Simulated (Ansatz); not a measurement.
# SiPH5O2 (SMILES O[SiH2]OP) at BCCD(T)/6-31G(d) (spherical functions)

Aim: the vertical singlet–triplet gap of SiPH5O2 at BCCD(T)/6-31G* (spherical functions), from 2 runs. 

Program for the calculation: Ansatz 0.2.0.

84 further runs of the same task are left out: 84 set aside as unsound or not needed.

## 1. The structure to begin with

The species is SiPH5O2 (9 atoms), meant as a singlet with charge 0. SMILES: `O[SiH2]OP`. Geometry: relaxed at PBE0-D4/def2-TZVP. This is one conformer, not always the lowest.

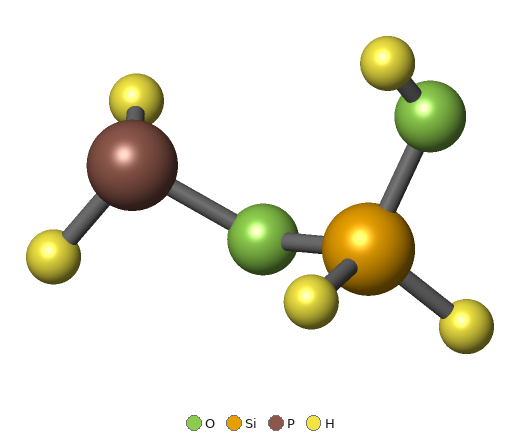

The structure, seen from a chosen angle (oxygen green, silicon amber, phosphorus brown, hydrogen yellow).

## 2. A single-point energy at BCCD(T)/6-31G(d) (spherical functions)

Input file molecule.yaml:

```yaml
crystal:
  periodic: [false, false, false]
  atoms:
    - symbol: O
      position_ang: [-0.307900, 1.144300, -1.642900]
    - symbol: Si
      position_ang: [0.817700, 0.562000, -0.606400]
    - symbol: O
      position_ang: [0.302400, -0.778100, 0.201800]
    - symbol: P
      position_ang: [-0.942200, -0.834900, 1.277600]
    - symbol: H
      position_ang: [-0.998700, 1.706900, -1.290600]
    - symbol: H
      position_ang: [1.170600, 1.605300, 0.391300]
    - symbol: H
      position_ang: [1.964500, 0.123500, -1.421100]
    - symbol: H
      position_ang: [-0.305900, -1.590900, 2.302600]
    - symbol: H
      position_ang: [-1.612000, -1.984300, 0.770600]
basis:
  gaussian: {orbitals: 6-31G_st_-spherical.json}
correlation: {method: bccd_t, frozen_orbitals: {H: 0, O: 1, P: 5, Si: 5}}
accuracy: high
scf: {omitted_lower_state_checks: [cluster_reference, increment]}
```

The basis set 6-31G* is read from a file made from the Basis Set Exchange's data (not shown).

Started as:

```bash
$ ansatz run molecule.yaml --threads 1 --pin off --max-ram 3480MiB --events-out events.jsonl --progress --plain --runs-dir runs
```

The program printed (excerpt; [...] marks lines left out):

```text
Warning: RAYON_NUM_THREADS=1 ignored (pool sized by the plan → 1); use --threads N
Functional definition: HF
  name "HF"
[...]
1669 factors; integrals over basis functions are off by at most 4.4e-9 eV
[...]
mean field -21288.73132649 eV, -782.3464462280 hartree, gradient 1.1e-8 eV, S^2 0.000000; 0 other end points of the search recorded, 0 dependent functions left out
12 core orbitals not correlated: weight in the atoms' cores, before any rotation towards them, 1.000 or more for the frozen orbitals, at most 0.000 for the correlated occupied ones
reference -21288.73132649 eV, -782.3464462280 hartree; 13, 13 occupied and 49, 49 virtual orbitals, 1669 factors
second order -14.48670646 eV of doubles, -0.00000000 eV of singles
cycle   1  -14.98411194 eV  change   -5.0e-1 eV  update   9.8e-2
[...]
cycle  20  -15.50056279 eV  change   8.3e-10 eV  update   2.5e-9
perturbative correction -0.36436834 eV, -0.0133902894 hartree
Total energy: -21304.59625762 eV, -782.9294716935 hartree
Checks for a lower state left out: cluster_reference, increment
```

It took 5.4 s on 1 thread of AMD EPYC 9R45 (Zen 5), shared host; peak memory 0.43 GiB.

## 3. The triplet

Input file run.yaml:

```yaml
crystal:
  periodic: [false, false, false]
  atoms:
    - symbol: O
      position_ang: [-0.307900, 1.144300, -1.642900]
    - symbol: Si
      position_ang: [0.817700, 0.562000, -0.606400]
    - symbol: O
      position_ang: [0.302400, -0.778100, 0.201800]
    - symbol: P
      position_ang: [-0.942200, -0.834900, 1.277600]
    - symbol: H
      position_ang: [-0.998700, 1.706900, -1.290600]
    - symbol: H
      position_ang: [1.170600, 1.605300, 0.391300]
    - symbol: H
      position_ang: [1.964500, 0.123500, -1.421100]
    - symbol: H
      position_ang: [-0.305900, -1.590900, 2.302600]
    - symbol: H
      position_ang: [-1.612000, -1.984300, 0.770600]
basis:
  gaussian: {orbitals: 6-31G_st_-spherical.json}
total_charge: 0
magnetization: {spin_polarized: true, initial_magnetization: 2}
correlation: {method: bccd_t, frozen_orbitals: {H: 0, O: 1, P: 5, Si: 5}}
accuracy: high
scf: {omitted_lower_state_checks: [cluster_reference, increment]}
```

The basis set 6-31G* is read from a file made from the Basis Set Exchange's data (not shown).

Started as:

```bash
$ ansatz run run.yaml --threads 1 --pin off --max-ram 3480MiB --events-out events.jsonl --progress --plain --runs-dir runs
```

The program printed (excerpt; [...] marks lines left out):

```text
Warning: RAYON_NUM_THREADS=1 ignored (pool sized by the plan → 1); use --threads N
Functional definition: HF
  name "HF"
[...]
1669 factors; integrals over basis functions are off by at most 4.4e-9 eV
[...]
mean field -21284.08934445 eV, -782.1758565346 hartree, gradient 3.0e-8 eV, S^2 2.010368; 3 other end points of the search recorded, 0 dependent functions left out
12 core orbitals not correlated: weight in the atoms' cores, before any rotation towards them, 1.000 or more for the frozen orbitals, at most 0.000 for the correlated occupied ones
reference -21284.08934445 eV, -782.1758565346 hartree; 14, 12 occupied and 48, 50 virtual orbitals, 1669 factors
second order -14.27875488 eV of doubles, -0.00000000 eV of singles
cycle   1  -14.68950038 eV  change   -4.1e-1 eV  update   1.1e-1
[...]
cycle  34  -15.22795442 eV  change  -5.0e-11 eV  update   3.2e-9
perturbative correction -0.39695088 eV, -0.0145876759 hartree
Total energy: -21299.71424975 eV, -782.7500612134 hartree
Checks for a lower state left out: cluster_reference, increment
```

Run time: 23 s. Hardware: 1 thread of AMD EPYC 9R45 (Zen 5), shared host; peak memory 0.77 GiB.

## 4. What came out

At BCCD(T)/6-31G* (spherical functions), 12 core orbitals frozen:

| quantity | value |
| --- | --- |
| singlet: total energy | -782.92947 Eh |
| singlet: correlation energy (12 core orbitals frozen) | -583.0 mEh |
| singlet: (T) correction | -13.39 mEh |
| triplet: total energy | -782.75006 Eh |
| triplet: correlation energy (12 core orbitals frozen) | -574.2 mEh |
| triplet: (T) correction | -14.59 mEh |
| triplet: ⟨S²⟩ of the reference determinant | 2.010 |
| vertical energy of the triplet above the singlet | 4.882 eV |

In words: At this shape the triplet lies 4.88 eV (471 kJ/mol) above the singlet. The triples (singlet) make up 2.3 % of the correlation energy. The triples (triplet) make up 2.5 % of the correlation energy.
